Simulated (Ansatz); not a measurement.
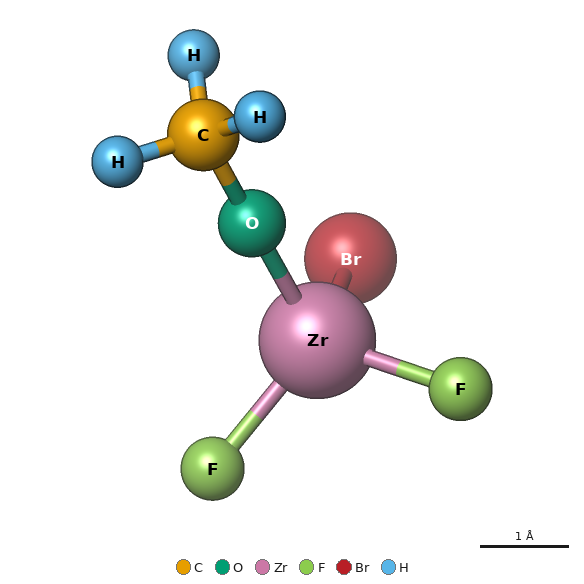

Atoms fade into the background with distance from the viewer. Charge 0, singlet. The computed structure is the end point of a PBE0-D4/def2-TZVP optimisation. Masses are those of the most abundant isotopes; constants are for the rigid equilibrium geometry.

Classify the rotor and give the rotational constants (cm⁻¹).

Answer. An asymmetric top (Cs): A = 0.0570, B = 0.0299, C = 0.0250 cm⁻¹. Ray's parameter κ is −0.69, nearer the prolate limit.
